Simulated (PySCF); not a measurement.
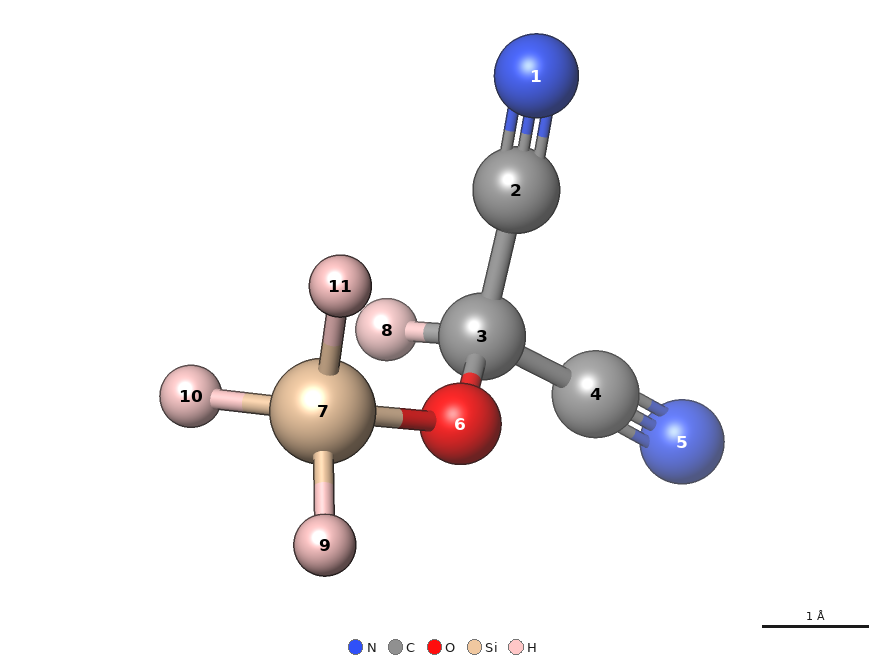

Orthographic view. Depth is shown by fading: the farther an atom, the more it takes the colour of the background. The geometry was computed by an optimisation with PBE0-D3(BJ)/def2-SVP. No frequency run is at hand to confirm it as a minimum.

Write a MOL file (V2000) with the atoms in numerical order, bonds sorted by atom number with the orders drawn, and coordinates in the frame of the picture: x right, y up, z towards the viewer, origin at the mean position.

```
C3H4N2OSi
                    3D

 11 10  0  0  0  0  0  0  0  0999 V2000
    0.9100    2.5800   -0.0300 N   0  0  0  0  0  0  0  0  0  0  0  0
    0.7200    1.5000   -0.3900 C   0  0  0  0  0  0  0  0  0  0  0  0
    0.4000    0.1100   -0.7900 C   0  0  0  0  0  0  0  0  0  0  0  0
    1.4800   -0.4400   -1.6400 C   0  0  0  0  0  0  0  0  0  0  0  0
    2.2900   -0.8900   -2.3200 N   0  0  0  0  0  0  0  0  0  0  0  0
    0.2000   -0.7200    0.3000 O   0  0  0  0  0  0  0  0  0  0  0  0
   -1.1100   -0.6000    1.3700 Si  0  0  0  0  0  4  0  0  0  0  0  0
   -0.5000    0.1800   -1.4400 H   0  0  0  0  0  0  0  0  0  0  0  0
   -1.0900   -1.8600    2.1400 H   0  0  0  0  0  0  0  0  0  0  0  0
   -2.3600   -0.4600    0.5600 H   0  0  0  0  0  0  0  0  0  0  0  0
   -0.9400    0.5900    2.2500 H   0  0  0  0  0  0  0  0  0  0  0  0
  1  2  3  0
  2  3  1  0
  3  4  1  0
  3  6  1  0
  3  8  1  0
  4  5  3  0
  6  7  1  0
  7  9  1  0
  7 10  1  0
  7 11  1  0
M  END
```
